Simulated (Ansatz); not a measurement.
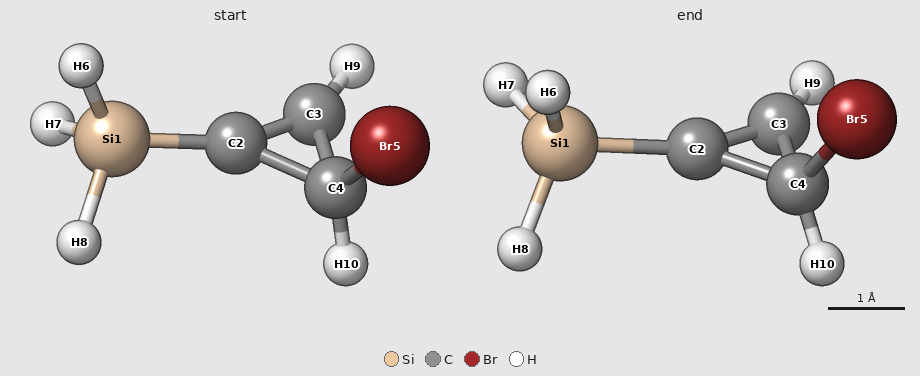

The structure of C$_{3}$H$_{5}$BrSi (coarse preliminary run) before (left) and after (right) a relaxation, at one scale.

The picture is a ball-and-stick view, seen from a free direction.

The start comes from a force field.

The calculation used Ansatz, RKS PBE-D4/def2-SVP. Set-up: force threshold 0.03 eV/Å; at most 200 steps.

Question: What changed between the two?

Answer: The largest moves after the best rigid fit, 0.55 Å, are those of H7 and H8. Largest moves by element: H 0.55 Å, Br 0.36 Å, C 0.20 Å, Si 0.17 Å. Near-neighbour distances that change, for instance: Si1–C2 1.677 → 1.861 Å, C4–Br5 1.856 → 1.988 Å, Si1–H6 1.424 → 1.502 Å, C2–C3 1.271 → 1.327 Å. Bond angles that change, for instance: Br5–C4–H10 122.2° → 107.2°, C2–C4–H10 112.3° → 123.9°, C3–C4–H10 113.6° → 125.0°. Groups turn about Si1–C2 by about 30°. After 11 accepted moves (12 points after the start) the energy has fallen by 0.921 eV. The largest force component goes from 4.9 to 0.02 eV/Å. The line search rejected the trial step at point 5 of the run. The forces were under the threshold at step 7, but the run went on from there.
